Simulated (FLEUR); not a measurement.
Band structure of LiH (Fm-3m, 2 atoms in the cell).

```xyz
2
Lattice="0.0000 2.0349 2.0349 2.0349 0.0000 2.0349 2.0349 2.0349 0.0000" Properties=species:S:1:pos:R:3 pbc="T T T"
Li     0.0000     0.0000     0.0000
H      2.0349     2.0349     2.0349
```

Method of the run: PBE, all-electron FLAPW (FLEUR), scalar-relativistic valence in FLEUR.

Settings: Kmax = 4 1/bohr; GmaxXC = 20 1/bohr; xcFunctional = pbe; jspins = 1; l_soc = F; mode = gauss; fermiSmearingEnergy = 0.00183747 Htr; mesh (inpgen div1-3) = 9 9 9; inpgen gamma flag = false; Gmax = 20 1/bohr; numbands = 14; maxIterBroyd = 25; imix = Anderson; alpha = 0.05.

The starting cell comes from a database of computed structures (which also holds hypothetical and non-ambient phases and stackings), without a prior relaxation at this level. Its lattice was rescaled by a random factor within 2.5 % of one. Values depend on the basis (sphere radii, cutoffs, local orbitals), which need not be converged.

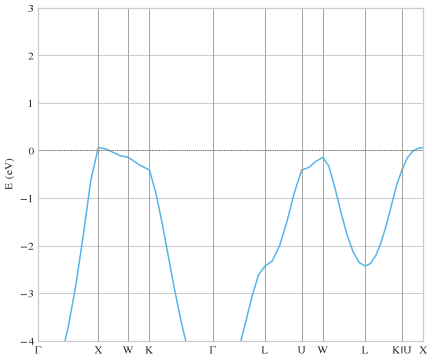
Figure. Bands along the path, energies from the top of the valence band on the SCF mesh.

Levels in eV from the top of the valence band on the SCF mesh, bands 1 to 6:
```json
[
 {"point": "Γ", "1": "-44.25", "2": "-5.20", "3": "15.57", "4": "17.48", "5": "17.48", "6": "17.48"},
 {"point": "X", "1": "-44.20", "2": "0.06", "3": "3.08", "4": "10.66", "5": "10.66", "6": "13.77"},
 {"point": "W", "1": "-44.20", "2": "-0.14", "3": "5.30", "4": "5.30", "5": "11.48", "6": "17.20"},
 {"point": "K", "1": "-44.20", "2": "-0.41", "3": "4.19", "4": "7.48", "5": "11.76", "6": "15.77"},
 {"point": "L", "1": "-44.21", "2": "-2.43", "3": "4.86", "4": "13.34", "5": "16.15", "6": "16.15"},
 {"point": "U", "1": "-44.20", "2": "-0.41", "3": "4.19", "4": "7.48", "5": "11.76", "6": "15.77"}
]
```
